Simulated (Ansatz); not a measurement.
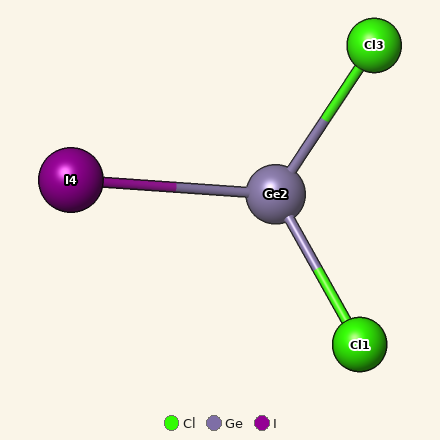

The system is Cl₂GeI, SMILES [Cl][Ge]([Cl])[I], spin multiplicity 2; the picture shows the reference structure. 
- First axis: bond length Cl1–Ge2. Second axis: bond length Ge2–Cl3.
- Nothing is relaxed (all other coordinates rigid).
- Grid: 9 × 9 points. At 2 points there is no value.
- Points are written as (first, second).
- Energies: kJ/mol, counted from the relaxed molecule at the same level.
- All numbers below come from UKS PBE0-D4/def2-SVP (Ansatz).

Its coordinates:

```xyz
4

Cl    0.4557    0.4586    1.9676
Ge   -0.3894   -0.4124    0.1727
Cl    1.1991   -1.5292   -0.7886
I    -1.2099    1.4226   -1.3721
```

Range: bond length Cl1–Ge2 from 1.863 to 3.033 Å; bond length Ge2–Cl3 from 1.907 to 2.708 Å.

### What landscape does the calculation give?

The lowest grid point is at (2.156 Å, 2.207 Å), 1.2 kJ/mol from the relaxed molecule at the same level. It is the only kind of minimum in the scanned range. The highest grid point, (3.033 Å, 2.708 Å), lies 259 kJ/mol above the lowest. Round the minimum the contours are nearly round: the two directions are equally stiff and uncoupled.

```tsv
bond length Ge2–Cl3 ↓, bond length Cl1–Ge2 →	1.863	2.010	2.156	2.302	2.448	2.595	2.741	2.887	3.033
2.708	198	116	96	109	138	172	207	237	261
2.608	176	93	73	86	115	149	183	213	236
2.508	154	71	51	63	91	125	159	188	212
2.408	133	50	29	41	69	103	136	165	189
2.308	117	33	12	23	51	84	117	147	170
2.207	109	23	1	–	39	72	105	135	159
2.107	113	26	3	13	40	72	105	135	160
2.007	137	48	24	33	59	–	124	154	179
1.907	190	100	74	82	107	139	172	202	228
```

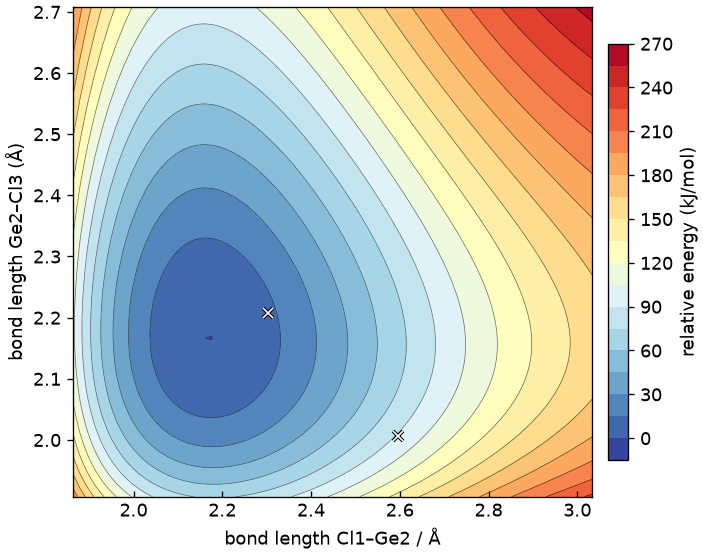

In the figure: filled contours, crosses at grid points without a value. Between grid points the surface is interpolated.

Each point was launched as `ansatz run input.yaml --threads 1 --pin off --max-ram 2560MiB --backend cpu --events-out ev --progress --plain --runs-dir out`. Time for the 79 points that were run: 14 min on 1 thread of Arm Neoverse V2 (shared host).
